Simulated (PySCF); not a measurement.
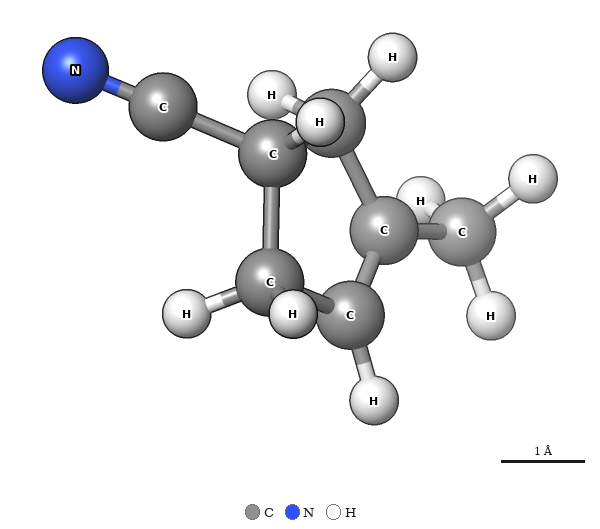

**Figure 1.** The structure (ball-and-stick view, seen at a tilt).

## C7H9N: excited-state calculation

System: C7H9N.
Method: TDDFT PBE0/def2-SVPD, vertical, gas phase, core orbitals frozen in the response (PySCF 2.14.0).

The geometry comes from this level: GFN2-xTB.

## Input file
```
{"job": {"kind": "uv", "xc": "PBE0", "basis": "def2-SVPD", "nstates": 6, "ntriplets": 2}, "charge": 0, "multiplicity": 1}
C      2.369263    -0.494179    -0.104259
C      0.899819    -0.335780     0.072208
C      0.037309    -1.210093     0.567720
C     -1.374547    -0.708365     0.566606
C     -1.226794     0.783932     0.178101
C     -2.202147     1.178976    -0.802383
N     -2.966016     1.478560    -1.599258
C      0.214919     0.932866    -0.363400
H      2.902788     0.277897     0.449866
H      2.636964    -0.391702    -1.155781
H      2.695463    -1.468787     0.248540
H      0.273119    -2.197518     0.924577
H     -1.858099    -0.826466     1.537785
H     -1.974852    -1.252504    -0.169438
H     -1.360874     1.413386     1.063782
H      0.706602     1.823750     0.030705
H      0.220084     1.008055    -1.455280
```

The first line tells a small driver script what to run in PySCF; the rest is the geometry in Å.

Launched with:
```bash
OMP_NUM_THREADS=1 python <driver script> task.json out
```

## Output
```
coarse grid: 14248 points
cycle   1  E = -326.1634579210  dE =  1.085e+00  |g| = 4.810e-01  |ddm| = 7.299e+00
cycle   2  E = -326.0473769383  dE =  1.161e-01  |g| = 8.827e-01  |ddm| = 2.224e+00
cycle   3  E = -326.2187490759  dE = -1.714e-01  |g| = 1.614e-01  |ddm| = 1.398e+00
cycle   4  E = -326.2247194154  dE = -5.970e-03  |g| = 4.019e-02  |ddm| = 3.242e-01
cycle   5  E = -326.2250908666  dE = -3.715e-04  |g| = 1.047e-02  |ddm| = 1.218e-01
cycle   6  E = -326.2251186006  dE = -2.773e-05  |g| = 2.194e-03  |ddm| = 3.393e-02
cycle   7  E = -326.2251196333  dE = -1.033e-06  |g| = 8.492e-04  |ddm| = 6.312e-03
final grid: 137800 points
cycle   8  E = -326.2718289909  dE = -4.056e-05  |g| = 7.447e-03  |ddm| = 1.769e-01
cycle   9  E = -326.2718241398  dE =  4.851e-06  |g| = 8.667e-03  |ddm| = 3.898e-02
cycle  10  E = -326.2718437102  dE = -1.957e-05  |g| = 1.287e-03  |ddm| = 2.112e-02
cycle  11  E = -326.2718441108  dE = -4.006e-07  |g| = 2.880e-04  |ddm| = 3.034e-03
cycle  12  E = -326.2718441298  dE = -1.899e-08  |g| = 9.526e-05  |ddm| = 9.116e-04
cycle  13  E = -326.2718441317  dE = -1.939e-09  |g| = 4.036e-05  |ddm| = 2.583e-04
cycle  14  E = -326.2718441320  dE = -2.789e-10  |g| = 1.861e-05  |ddm| = 7.630e-05
```

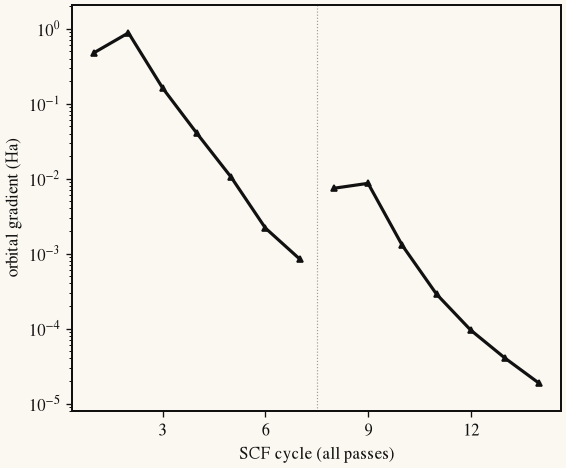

**Figure 2.** Convergence of the self-consistent field: orbital gradient against the SCF cycle. The dotted line marks the change from a coarse to the final integration grid. The first 7 cycles use a coarse grid, the final grid takes over at cycle 8, and the field converges after 14 cycles in all.

```
converged SCF energy = -326.2718441320

Static polarisability (au): isotropic 82.050, principal 63.410 83.640 99.099

Singlet excitations
state   eV       nm        f      main configurations
  1   6.3382    195.6   0.00106   H->L+1 0.69, H->L 0.30
  2   6.9288    178.9   0.08464   H->L+2 0.66, H->L 0.21, H->L+1 0.10
  3   6.9799    177.6   0.18027   H->L 0.42, H->L+2 0.33, H->L+1 0.17
  4   7.2970    169.9   0.02405   H->L+3 0.92
  5   7.3968    167.6   0.00207   H->L+4 0.79, H->L+5 0.16
  6   7.5811    163.5   0.00890   H->L+5 0.80, H->L+4 0.18

Triplet excitations (Tamm-Dancoff, eV): 4.3483 6.2388
```

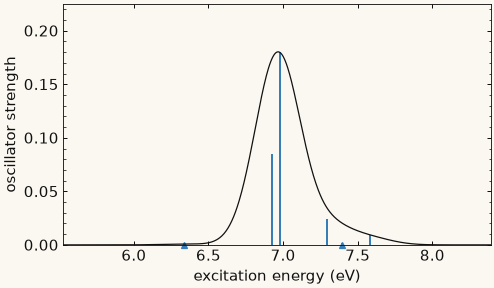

**Figure 3.** Computed excitations as sticks (degenerate states added up, dark ones marked on the axis), with a Gaussian envelope of 0.35 eV full width at half maximum, scaled to the tallest. Of the 6 states the lowest lies at 6.34 eV (f = 0.001); the strongest line is at 6.98 eV, or 178 nm (f = 0.180).

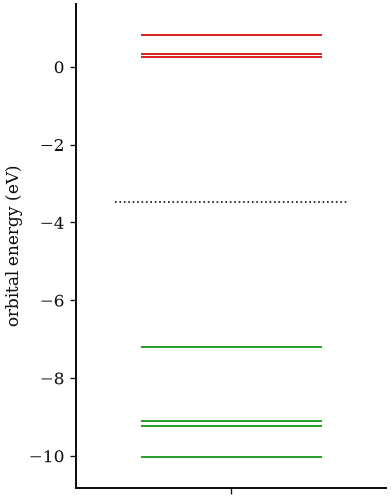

**Figure 4.** Orbital energies near the frontier; the dotted line parts filled from empty levels, and levels within 0.02 eV of each other stand side by side. Highest filled −7.21 eV, lowest empty 0.25 eV, 7.46 eV apart.

## Results in brief

| quantity | value |
| --- | --- |
| outcome | converged |
| total energy | −326.271844 hartree |
| HOMO | −7.21 eV |
| LUMO | 0.25 eV |
| dipole moment | 4.41 D |
| mean polarisability | 82.05 a.u. |
| lowest singlet excitation | 6.34 eV |
| hardware | 1 CPU thread, shared host |
| wall time | 57 s |
| peak memory | 0.91 GiB |
